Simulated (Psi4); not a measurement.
**AlNH2Cl (SMILES [NH2][Al][Cl]) at UB3LYP/pcseg-2 (sweep point 3)**

Aim: the vertical electron affinity of AlNH2Cl at UB3LYP/pcseg-2 (sweep point 3), from 2 runs. 

The calculation is run with Psi4 1.11.

**1. The system as given**

AlNH2Cl: 5 atoms, total charge 0, spin state doublet. As SMILES, `[NH2][Al][Cl]`. The coordinates come from a PBE0-D4/def2-TZVP relaxation. This is one conformer, not always the lowest.

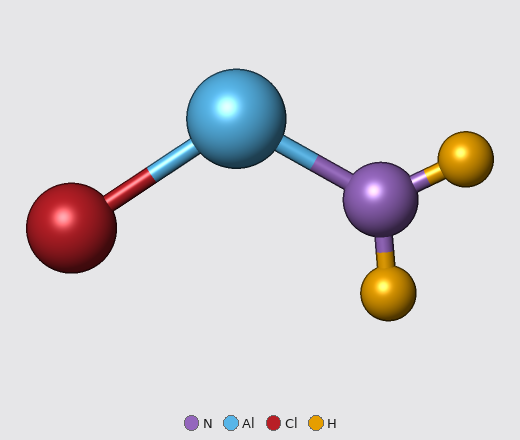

The structure, seen from a chosen angle (nitrogen purple, aluminium blue, chlorine red, hydrogen amber).

**2. A single-point energy at UB3LYP/pcseg-2 (sweep point 3)**

File job.inp:

```
memory 1600 mb

molecule {
  0 2
  N     -1.03821553     0.87248655    -0.43841646
  Al     0.76080374    -0.55104414     1.98251168
  Cl     3.60370772    -3.11748119     0.83299128
  H     -2.44454971     2.12272936    -0.15779213
  H     -0.78725990     0.53422558    -2.29771799
  units bohr
  symmetry c1
}

set {
  basis                pcseg-2
  reference            uks
  puream               true
  scf_type             pk
  dft_radial_points    99
  dft_spherical_points 590
  maxiter              150
}

result, w = energy('b3lyp', return_wfn=True)
```

Run with:

```sh
psi4 -i job.inp -o job.out -n 1
```

job.out:

```text
[...]
  Running in c1 symmetry.
[...]
  Nuclear repulsion =  119.524169408045751
[...]
  Multiplicity = 2
[...]
  Nalpha       = 20
  Nbeta        = 19
[...]
    Number of basis functions: 126
[...]
   @UKS iter   1:  -758.32117236238787   -1.07570e-01   8.05167e-03 ADIIS/DIIS
[...]
   @UKS iter  10:  -758.75424828255018   -8.00811e-08   6.87880e-07 DIIS
[...]
   @S^2 Observed:                7.514167872E-01
[...]
    Orbital Energies [Eh]
    ---------------------
    Alpha Occupied:
       1A   -101.488222     2A    -56.031372     3A    -14.298465
       4A     -9.435099     5A     -7.193449     6A     -7.189692
       7A     -7.189456     8A     -4.152817     9A     -2.706769
      10A     -2.705636    11A     -2.701688    12A     -0.841316
      13A     -0.804601    14A     -0.493360    15A     -0.453147
      16A     -0.383174    17A     -0.330717    18A     -0.327338
      19A     -0.278567    20A     -0.218196
    Alpha Virtual:
      21A     -0.040075    22A      0.003608    23A      0.019202
      24A      0.059110    25A      0.068711    26A      0.100018
[...]
  @UKS Final Energy:  -758.75424828255018
   => Energetics <=
    Nuclear Repulsion Energy =            119.5241694080457506
    One-Electron Energy =               -1286.9853829003327519
    Two-Electron Energy =                 452.7824357536430284
    DFT Exchange-Correlation Energy =     -44.0754705439060999
    Empirical Dispersion Energy =           0.0000000000000000
    VV10 Nonlocal Energy =                  0.0000000000000000
    Total Energy =                       -758.7542482825500656
[...]
 Multipole Moments:
 ------------------------------------------------------------------------------------
     Multipole            Electronic (a.u.)      Nuclear  (a.u.)        Total (a.u.)
 ------------------------------------------------------------------------------------
 L = 1.  Multiply by 2.5417464519 to convert [e a0] to [Debye]
 Dipole X            :          3.0232828           -3.7462745           -0.7229916
 Dipole Y            :         -2.4834592            3.1189524            0.6354932
 Dipole Z            :          2.6337588           -2.6086102            0.0251486
 Magnitude           :                                                    0.9629127
[...]
```

It took 17 s on 1 thread of Intel Xeon 6975P-C (Granite Rapids), shared host; peak memory 0.84 GiB.

**3. The singlet anion, same level**

File input.dat:

```
memory 1600 mb

molecule mol {
  -1 1
  N     -1.03821553     0.87248655    -0.43841646
  Al     0.76080374    -0.55104414     1.98251168
  Cl     3.60370772    -3.11748119     0.83299128
  H     -2.44454971     2.12272936    -0.15779213
  H     -0.78725990     0.53422558    -2.29771799
  units au
  symmetry c1
}

set basis pcseg-2
set puream true
set scf_type pk
set dft_radial_points 99
set dft_spherical_points 590

energy_value, wavefunction = energy("b3lyp", return_wfn=True)
print_variables()
```

Run with:

```sh
psi4 input.dat output.dat -n 1
```

output.dat:

```text
[...]
  Running in c1 symmetry.
[...]
  Nuclear repulsion =  119.524169408045751
[...]
  Multiplicity = 1
[...]
  Nalpha       = 20
  Nbeta        = 20
[...]
    Number of basis functions: 126
[...]
   @RKS iter   1:  -758.25571903888772   -4.21168e-02   8.61438e-03 DIIS/ADIIS
[...]
   @RKS iter   9:  -758.79452302265213   -3.09092e-08   5.59757e-07 DIIS
[...]
    Orbital Energies [Eh]
    ---------------------
    Doubly Occupied:
       1A   -101.289831     2A    -55.773683     3A    -14.098453
       4A     -9.238787     5A     -6.995308     6A     -6.993947
       7A     -6.993390     8A     -3.896452     9A     -2.450112
      10A     -2.448698    11A     -2.445774    12A     -0.648062
      13A     -0.611502    14A     -0.303495    15A     -0.245671
      16A     -0.184919    17A     -0.143755    18A     -0.139311
      19A     -0.085241    20A      0.034143
[...]
  @RKS Final Energy:  -758.79452302265213
   => Energetics <=
    Nuclear Repulsion Energy =            119.5241694080457506
    One-Electron Energy =               -1295.1999003295263719
    Two-Electron Energy =                 461.1303893383824288
    DFT Exchange-Correlation Energy =     -44.2491814395538796
    Empirical Dispersion Energy =           0.0000000000000000
    VV10 Nonlocal Energy =                  0.0000000000000000
    Total Energy =                       -758.7945230226521289
[...]
 Multipole Moments:
 ------------------------------------------------------------------------------------
     Multipole            Electronic (a.u.)      Nuclear  (a.u.)        Total (a.u.)
 ------------------------------------------------------------------------------------
 L = 1.  Multiply by 2.5417464519 to convert [e a0] to [Debye]
 Dipole X            :          4.0289078           -3.7462745            0.2826333
 Dipole Y            :         -3.4630879            3.1189524           -0.3441355
 Dipole Z            :          1.0987892           -2.6086102           -1.5098210
 Magnitude           :                                                    1.5741252
[...]
```

Wall time 11 s (1 thread of Intel Xeon 6975P-C (Granite Rapids), shared host); peak memory 0.83 GiB.

**4. Summary of results**

Level: UB3LYP/pcseg-2 (sweep point 3).

| quantity | value |
| --- | --- |
| doublet AlNH2Cl: total energy | -758.75425 Eh |
| doublet AlNH2Cl: dipole moment | 2.45 D |
| doublet AlNH2Cl: HOMO energy (highest over α and β) | -5.94 eV |
| doublet AlNH2Cl: LUMO energy (lowest over α and β) | -3.07 eV |
| doublet AlNH2Cl: ⟨S²⟩ | 0.751 |
| singlet anion: total energy | -758.79452 Eh |
| singlet anion: HOMO energy | 0.93 eV |
| singlet anion: LUMO energy | 4.27 eV |
| singlet anion: HOMO–LUMO gap (to an unbound level, set by the basis) | 3.34 eV |
| vertical electron affinity (to the singlet anion) | 1.096 eV |

What this shows: At fixed nuclei the extra electron is bound by 1.10 eV (106 kJ/mol). The basis has no diffuse functions, so the error can be as large as this value. The HOMO (singlet anion) lies at positive energy, 0.93 eV; only total energies tell whether the electron is bound.
